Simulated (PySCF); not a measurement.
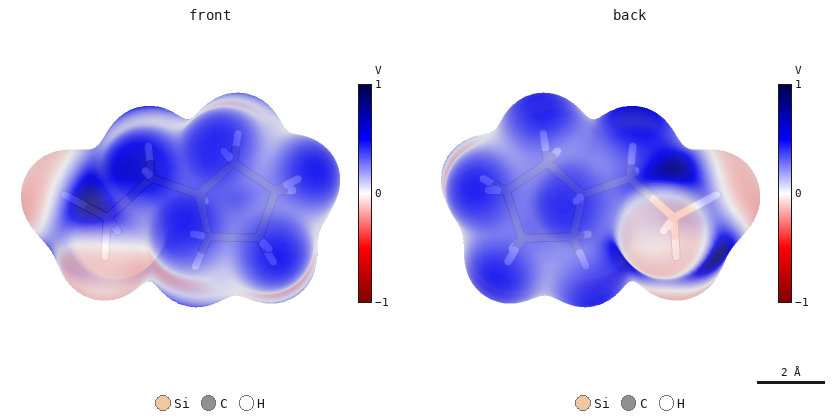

The picture shows: C$_{6}$H$_{14}$Si (SMILES [SiH3]CC1CCCC1). The electrostatic potential painted on the density surface at 0.002 e/bohr³, seen from the front and from behind; red is negative and blue positive.

Geometry: GFN2-xTB.

Theory: PBE0/pcSseg-1, SCF density, gas phase, non-relativistic in PySCF.

```xyz
21

Si    2.9159    0.4057    0.2685
C     1.4579   -0.8142    0.2448
C     0.1590   -0.2289   -0.2935
C    -0.3970    0.9240    0.5438
C    -1.8849    1.0115    0.1725
C    -2.2385   -0.3348   -0.4888
C    -1.0076   -1.2199   -0.2923
H     4.1347   -0.3345    0.6033
H     3.0655    1.0241   -1.0507
H     2.6962    1.4500    1.2709
H     1.7249   -1.6811   -0.3646
H     1.2823   -1.1924    1.2550
H     0.3192    0.1205   -1.3194
H     0.1297    1.8588    0.3569
H    -0.2853    0.6797    1.6019
H    -2.0612    1.8328   -0.5222
H    -2.4972    1.1918    1.0557
H    -3.1333   -0.7804   -0.0558
H    -2.4220   -0.1919   -1.5543
H    -0.9144   -1.9808   -1.0667
H    -1.0529   -1.7230    0.6761
```

Where is the surface potential most negative and most positive?

The most negative region (about −0.1 V) lies over the C and H atoms, the most positive (about +0.8 V, or +18 kcal/mol for a unit charge) over Si1.

How polar is the molecule by this calculation?

Its dipole moment is 0.72 D.
